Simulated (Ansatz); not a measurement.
# HBrF (doublet): one geometry, many settings at distance Br1–H2 along a hydrogen transfer = 2.014 Å

Aim: run HBrF (doublet) at one geometry under a spread of methods and options, and see what each costs and gives.

Method: the settings change from run to run; program: Ansatz 0.2.0, Gaussian basis.

11 further runs of the same task are left out: 10 that didn't finish, 1 set aside as unsound or not needed.

### 1 What is computed

The geometry derives from fragments relaxed apart (PBE0/def2-TZVP) and kept rigid, so it is no stationary point. A hydrogen atom is moved between rigid fragments. No spin-orbit coupling is included. The filled d shell of Br may be among the frozen orbitals whatever the setting's name suggests; the logs give the count.

3 atoms, charge 0, spin multiplicity 2.

Atoms are counted from 1 here; the program's logs count them from 0.

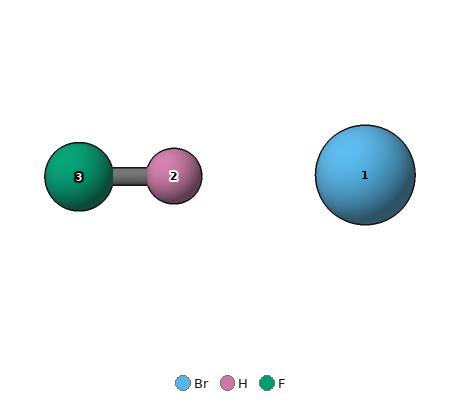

The geometry (bromine blue, hydrogen pink, fluorine teal); atoms are numbered from 1 in the order of the file.

### 2 CASSCF(5,4)/cc-pVDZ

Contents of in.yaml:

```yaml
crystal:
  periodic: [false, false, false]
  atoms:
    - {symbol: Br, position_ang: [0.000000, 0.000000, -1.675667]}
    - {symbol: H, position_ang: [0.000000, 0.000000, 0.338333]}
    - {symbol: F, position_ang: [0.000000, 0.000000, 1.337333]}
basis:
  gaussian: {orbitals: cc-pVDZ}
magnetization: {spin_polarized: false, initial_magnetization: 1}
correlation: {active_space: {window: {electrons: 5, orbitals: 4}}}
```

Launch:

```sh
> ansatz run in.yaml --threads 1 --pin off --events-out ev --progress --plain --max-ram 2393MiB
```

The log of the run:

```text
Functional definition: HF
  name "HF"
  cite "Fock, Z. Phys. 61, 126 (1930) doi:10.1007/BF01340294"
  parent pbe
  exchange = exact_x
  correlation = 0
488 factors; integrals over basis functions are off by at most 1.9e-3 eV
mean field evaluation 1: about -72717.4634 eV, gradient 2.7e1 eV
mean field evaluation 2: about -72717.4657 eV, gradient 2.7e1 eV
mean field evaluation 4: about -72718.8559 eV, gradient 1.7e0 eV
mean field evaluation 8: about -72718.8719 eV, gradient 1.1e-1 eV
mean field evaluation 16: about -72718.2684 eV, gradient 6.2e0 eV
mean field evaluation 32: about -72718.5240 eV, gradient 2.6e-6 eV
mean field evaluation 64: about -72718.8418 eV, gradient 7.1e-1 eV
mean field -72718.87200249 eV, -2672.3692554699 hartree, gradient 2.8e-6 eV, S^2 0.750000; 9 other end points of the search recorded, 0 dependent functions left out
reference -72718.87200249 eV, -2672.3692554699 hartree; 23, 22 occupied and 23, 24 virtual orbitals, 488 factors
state -72719.55316789 eV, -2672.3942878364 hartree
Total energy: -72719.55316789 eV, -2672.3942878364 hartree
```

Wall time 9.5 s (1 thread of Intel Xeon Platinum 8259CL at 2.50GHz, shared host).

From the report: 24 determinants; active occupations 2.00, 1.98, 1.00, 0.02.

### 3 BCCD/cc-pVDZ

Edit in.yaml of step 2 so:

```diff
@@ -7,4 +7,6 @@
 basis:
-  gaussian: {orbitals: cc-pVDZ}
+  gaussian: {orbitals: cc-pVDZ, point_charges: [{charge: 1.00, position_ang: [2.780, 0.762, 0.468]}]}
 magnetization: {spin_polarized: false, initial_magnetization: 1}
-correlation: {active_space: {window: {electrons: 5, orbitals: 4}}}
+hamiltonian: {xc: {name: r2SCAN}}
+correlation: {method: bccd, electrons: outside_noble_gas}
+scf: {lower_state_search: off}
```

The command is unchanged.

The log of the run, cut to the lines that bear on the results:

```text
Functional definition: r2SCAN
  name "r2SCAN"
  cite "Furness, Kaplan, Ning, Perdew & Sun, J. Phys. Chem. Lett. 11, 8208 (2020) doi:10.1021/acs.jpclett.0c02405"
  cite "Furness, Kaplan, Ning, Perdew & Sun, J. Phys. Chem. Lett. 11, 9248 (2020) doi:10.1021/acs.jpclett.0c03077"
  parent r2scan
[...]
488 factors; integrals over basis functions are off by at most 1.9e-3 eV
[...]
mean field -72775.82998704 eV, -2674.4624227945 hartree, gradient 7.6e-6 eV, S^2 0.750000; 0 other end points of the search recorded, 0 dependent functions left out
15 core orbitals not correlated: weight in the atoms' cores, before any rotation towards them, 1.000 or more for the frozen orbitals, at most 0.000 for the correlated occupied ones
reference -72718.56669698 eV, -2672.3580356991 hartree; 8, 7 occupied and 23, 24 virtual orbitals, 488 factors
second order -8.46642864 eV of doubles, -0.33609275 eV of singles
cycle   1  -8.90756674 eV  change   -1.1e-1 eV  update   6.7e-2
[...]
cycle  10  -9.12755338 eV  change    6.1e-6 eV  update   7.6e-6
Total energy: -72727.69425035 eV, -2672.6934670988 hartree
Checks for a lower state left out: stability, starts, cluster_reference, orbital_swaps, neighbouring_geometries, increment
```

It took 3.8 s on 1 thread of Intel Xeon Platinum 8259CL at 2.50GHz, shared host.

From the report: correlation -9.1276 eV; largest double amplitude 0.04.

### 4 CCSD on UHF/6-31G

Contents of in.yaml:

```yaml
crystal:
  periodic: [false, false, false]
  atoms:
    - {symbol: Br, position_ang: [0.000000, 0.000000, -1.675667]}
    - {symbol: H, position_ang: [0.000000, 0.000000, 0.338333]}
    - {symbol: F, position_ang: [0.000000, 0.000000, 1.337333]}
basis:
  gaussian: {orbitals: 6-31G}
magnetization: {spin_polarized: true, initial_magnetization: 1}
correlation: {method: ccsd, electrons: outside_noble_gas}
output: {forces: true}
```

The command is unchanged.

The log of the run, cut to the lines that bear on the results:

```text
Functional definition: HF
  name "HF"
  cite "Fock, Z. Phys. 61, 126 (1930) doi:10.1007/BF01340294"
  parent pbe
[...]
368 factors; integrals over basis functions are off by at most 8.2e-4 eV
[...]
mean field -72709.04979709 eV, -2672.0082960791 hartree, gradient 2.7e-6 eV, S^2 0.750973; 8 other end points of the search recorded, 0 dependent functions left out
determinant -72709.04979709 eV, -2672.0082960791 hartree, with singles and doubles -72713.51846687 eV, -2672.1725166643 hartree
determinant -72708.75516617 eV, -2671.9974685924 hartree, with singles and doubles -72713.28669470 eV, -2672.1639991942 hartree
determinant -72709.04979709 eV, -2672.0082960791 hartree, with singles and doubles -72713.53675862 eV, -2672.1731888737 hartree
determinant -72708.75516617 eV, -2671.9974685924 hartree, with singles and doubles -72713.30449773 eV, -2672.1646534438 hartree
15 core orbitals not correlated: weight in the atoms' cores, before any rotation towards them, 1.000 or more for the frozen orbitals, at most 0.000 for the correlated occupied ones
reference -72709.04979709 eV, -2672.0082960791 hartree; 8, 7 occupied and 17, 18 virtual orbitals, 368 factors
second order -4.29263270 eV of doubles, -0.00000000 eV of singles
cycle   1  -4.48695925 eV  change    2.3e-6 eV  update   3.4e-6
[...]
cycle   5  -4.48695777 eV  change   -2.8e-8 eV  update   1.6e-7
[...]
Total energy: -72713.53675486 eV, -2672.1731887357 hartree
Atom 0 at     0.000000     0.000000    -1.675667 Å, force     0.000000     0.000000    -1.229371 eV/Å
Atom 1 at     0.000000     0.000000     0.338333 Å, force    -0.000000    -0.000000     2.763325 eV/Å
Atom 2 at     0.000000     0.000000     1.337333 Å, force    -0.000000     0.000000    -1.533954 eV/Å
Dipole moment:     0.000000     0.000000    -0.621594 e Å
```

Run time: 5 s. Hardware: 1 thread of Intel Xeon Platinum 8259CL at 2.50GHz, shared host.

From the report: ⟨S²⟩ of the determinant 0.751 (pure doublet: 0.75); correlation -4.4870 eV; T1 0.006; largest double amplitude 0.05.

### 5 BCCD/STO-3G

Contents of in.yaml:

```yaml
crystal:
  periodic: [false, false, false]
  atoms:
    - {symbol: Br, position_ang: [0.000000, 0.000000, -1.675667]}
    - {symbol: H, position_ang: [0.000000, 0.000000, 0.338333]}
    - {symbol: F, position_ang: [0.000000, 0.000000, 1.337333]}
basis:
  gaussian: {orbitals: STO-3G}
magnetization: {spin_polarized: false, initial_magnetization: 1}
hamiltonian: {xc: {name: PBE}}
correlation: {method: bccd, electrons: all}
scf: {lower_state_search: off}
```

The command is unchanged.

The log of the run, cut to the lines that bear on the results:

```text
Functional definition: PBE
  name "PBE"
  cite "Perdew, Burke & Ernzerhof, Phys. Rev. Lett. 77, 3865 (1996) doi:10.1103/PhysRevLett.77.3865"
  parent pbe
[...]
251 factors; integrals over basis functions are off by at most 3.7e-5 eV
[...]
mean field -71956.55210360 eV, -2644.3545159044 hartree, gradient 2.3e-6 eV, S^2 0.750000; 0 other end points of the search recorded, 0 dependent functions left out
reference -71923.21035883 eV, -2643.1292293842 hartree; 23, 22 occupied and 1, 2 virtual orbitals, 251 factors
second order -1.14699101 eV of doubles, -1.00220396 eV of singles
cycle   1  -2.07036678 eV  change   -8.3e-1 eV  update   9.9e-2
[...]
cycle  15  -2.76277717 eV  change   -1.8e-6 eV  update   4.1e-6
WARN: these amplitudes may be one of several solutions (largest doubles amplitude 0.10, level shift 10.97 eV)
Total energy: -71925.97313600 eV, -2643.2307595724 hartree
Checks for a lower state left out: stability, starts, cluster_reference, orbital_swaps, neighbouring_geometries, increment
```

Wall time 2.9 s (1 thread of Intel Xeon Platinum 8259CL at 2.50GHz, shared host).

From the report: correlation -2.7628 eV; largest double amplitude 0.10. The report flags that the cluster equations may have other roots.

### 6 CASSCF(3,8)/cc-pVDZ

Edit in.yaml of step 5 so:

```diff
@@ -7,6 +7,6 @@
 basis:
-  gaussian: {orbitals: STO-3G}
+  gaussian: {orbitals: cc-pVDZ, point_charges: [{charge: -1.00, position_ang: [3.592, 0.327, -0.016]}]}
 magnetization: {spin_polarized: false, initial_magnetization: 1}
-hamiltonian: {xc: {name: PBE}}
-correlation: {method: bccd, electrons: all}
+correlation: {active_space: {window: {electrons: 3, orbitals: 8}}}
 scf: {lower_state_search: off}
+output: {forces: true}
```

Launched as before.

The log of the run, cut to the lines that bear on the results:

```text
Functional definition: HF
  name "HF"
  cite "Fock, Z. Phys. 61, 126 (1930) doi:10.1007/BF01340294"
  parent pbe
[...]
488 factors; integrals over basis functions are off by at most 1.9e-3 eV
[...]
mean field -72719.09990969 eV, -2672.3776309048 hartree, gradient 2.1e-6 eV, S^2 0.750000; 0 other end points of the search recorded, 0 dependent functions left out
reference -72719.09990969 eV, -2672.3776309048 hartree; 23, 22 occupied and 23, 24 virtual orbitals, 488 factors
state -72719.81093682 eV, -2672.4037606699 hartree
[...]
Total energy: -72719.81093682 eV, -2672.4037606699 hartree
Atom 0 at     0.000000     0.000000    -1.675667 Å, force     0.244232     0.022872    -0.891379 eV/Å
Atom 1 at     0.000000     0.000000     0.338333 Å, force     0.311972     0.026476     4.909201 eV/Å
Atom 2 at     0.000000     0.000000     1.337333 Å, force    -0.385401    -0.033799    -3.790544 eV/Å
Dipole moment:     0.088999     0.021363    -0.606644 e Å
Checks for a lower state left out: stability, starts, cluster_reference, orbital_swaps, neighbouring_geometries, increment
```

Run time: 5.5 s. Hardware: 1 thread of Intel Xeon Platinum 8259CL at 2.50GHz, shared host.

From the report: 224 determinants; active occupations 1.98, 1.00, 0.01, 0.01, 0.00, 0.00, 0.00, 0.00.

### 7 BCCD on UHF/cc-pVDZ

Contents of in.yaml:

```yaml
crystal:
  periodic: [false, false, false]
  atoms:
    - {symbol: Br, position_ang: [0.000000, 0.000000, -1.675667]}
    - {symbol: H, position_ang: [0.000000, 0.000000, 0.338333]}
    - {symbol: F, position_ang: [0.000000, 0.000000, 1.337333]}
basis:
  gaussian: {orbitals: cc-pVDZ}
magnetization: {spin_polarized: true, initial_magnetization: 1}
correlation: {method: bccd, electrons: valence, diis_vectors: 2}
```

Launched as before.

The log of the run, cut to the lines that bear on the results:

```text
Functional definition: HF
  name "HF"
  cite "Fock, Z. Phys. 61, 126 (1930) doi:10.1007/BF01340294"
  parent pbe
[...]
488 factors; integrals over basis functions are off by at most 1.9e-3 eV
[...]
mean field -72718.96881533 eV, -2672.3728132760 hartree, gradient 5.9e-6 eV, S^2 0.755950; 8 other end points of the search recorded, 0 dependent functions left out
determinant -72718.96881533 eV, -2672.3728132760 hartree, with singles and doubles -72727.96043960 eV, -2672.7032493733 hartree
determinant -72718.63055539 eV, -2672.3603824524 hartree, with singles and doubles -72727.68522606 eV, -2672.6931354621 hartree
determinant -72718.96881533 eV, -2672.3728132760 hartree, with singles and doubles -72727.96052054 eV, -2672.7032523476 hartree
determinant -72718.63055539 eV, -2672.3603824524 hartree, with singles and doubles -72727.68519184 eV, -2672.6931342044 hartree
10 core orbitals not correlated: weight in the atoms' cores, before any rotation towards them, 1.000 or more for the frozen orbitals, at most 0.000 for the correlated occupied ones
reference -72718.96881533 eV, -2672.3728132760 hartree; 13, 12 occupied and 23, 24 virtual orbitals, 488 factors
second order -8.52460990 eV of doubles, -0.00000000 eV of singles
cycle   1  -8.98524992 eV  change    6.5e-3 eV  update   3.4e-3
[...]
cycle   5  -8.98483559 eV  change   -8.8e-6 eV  update   2.8e-5
Total energy: -72727.95365092 eV, -2672.7029998938 hartree
```

Wall time 11 s (1 thread of Intel Xeon Platinum 8259CL at 2.50GHz, shared host).

From the report: ⟨S²⟩ of the determinant 0.756 (pure doublet: 0.75); correlation -8.9848 eV; largest double amplitude 0.04.

### 8 CCSDT/cc-pVDZ

Edit in.yaml of step 7 so:

```diff
@@ -9,2 +9,4 @@
 magnetization: {spin_polarized: true, initial_magnetization: 1}
-correlation: {method: bccd, electrons: valence, diis_vectors: 2}
+hamiltonian: {xc: {name: PBE0}}
+correlation: {method: ccsdt, electrons: outside_noble_gas}
+accuracy: high
```

Same command.

The log of the run, cut to the lines that bear on the results:

```text
Functional definition: PBE0
  name "PBE0"
  cite "Adamo & Barone, J. Chem. Phys. 110, 6158 (1999) doi:10.1063/1.478522"
  cite "Perdew, Burke & Ernzerhof, Phys. Rev. Lett. 77, 3865 (1996) doi:10.1103/PhysRevLett.77.3865"
  parent pbe
[...]
801 factors; integrals over basis functions are off by at most 4.6e-9 eV
[...]
mean field -72766.57156022 eV, -2674.1221818844 hartree, gradient 7.8e-8 eV, S^2 0.752093; 2 other end points of the search recorded, 0 dependent functions left out
15 core orbitals not correlated: weight in the atoms' cores, before any rotation towards them, 1.000 or more for the frozen orbitals, at most 0.000 for the correlated occupied ones
reference -72718.70504396 eV, -2672.3631198568 hartree; 8, 7 occupied and 23, 24 virtual orbitals, 801 factors
second order -8.33879145 eV of doubles, -0.14142635 eV of singles
cycle   1  -8.66017697 eV  change   -1.8e-1 eV  update   5.8e-2
[...]
cycle  26  -8.95990927 eV  change  -4.4e-10 eV  update  9.9e-10
Total energy: -72727.66495323 eV, -2672.6923904492 hartree
```

Run time: 23 s. Hardware: 1 thread of Intel Xeon Platinum 8259CL at 2.50GHz, shared host; peak memory 0.27 GiB.

From the report: ⟨S²⟩ of the determinant 0.752 (pure doublet: 0.75); correlation -8.9599 eV; T1 0.013; largest double amplitude 0.04. The orbitals are Kohn-Sham ones, so correlation energy and T1 don't compare with those on Hartree-Fock orbitals.

### 9 All runs side by side

Where basis and cores are those of an earlier UCCSDT(Q)/cc-pVDZ run (-72727.7748 eV), and the state is the same kind, the miss against it is given. † marks a result that the program doubts.

```tsv
level	correlated	functions	energy (eV)	from UCCSDT(Q) (meV)	time
CASSCF(5,4)/cc-pVDZ		46	-72719.5532	8221.6	9.5 s
BCCD/cc-pVDZ (beside a point charge, on r2SCAN orbitals)	outside noble gas	46	-72727.6943		3.8 s
CCSD on UHF/6-31G	outside noble gas	40	-72713.5368		5 s
BCCD/STO-3G (on PBE orbitals) †	all	24	-71925.9731		2.9 s
CASSCF(3,8)/cc-pVDZ (beside a point charge)		46	-72719.8109		5.5 s
BCCD on UHF/cc-pVDZ	valence	46	-72727.9537		11 s
CCSDT/cc-pVDZ (on PBE0 orbitals)	outside noble gas	46	-72727.6650	109.8	23 s
```

### 10 Summary of results

```
quantity                                   value
    runs                                       7
quickest  BCCD/STO-3G (on PBE orbitals) †, 2.9 s
 slowest  CCSDT/cc-pVDZ (on PBE0 orbitals), 23 s
```

In words: Total energies in different bases, with other cores or another treatment of relativity can't be set against each other. CCSDT/cc-pVDZ (on PBE0 orbitals) took 8 times as long as BCCD/STO-3G (on PBE orbitals) †; the jobs differ in more than the method. Hartree-Fock, CASSCF and CASCI lack dynamic correlation by design. Cores frozen from Kohn-Sham orbitals shift the total energy.
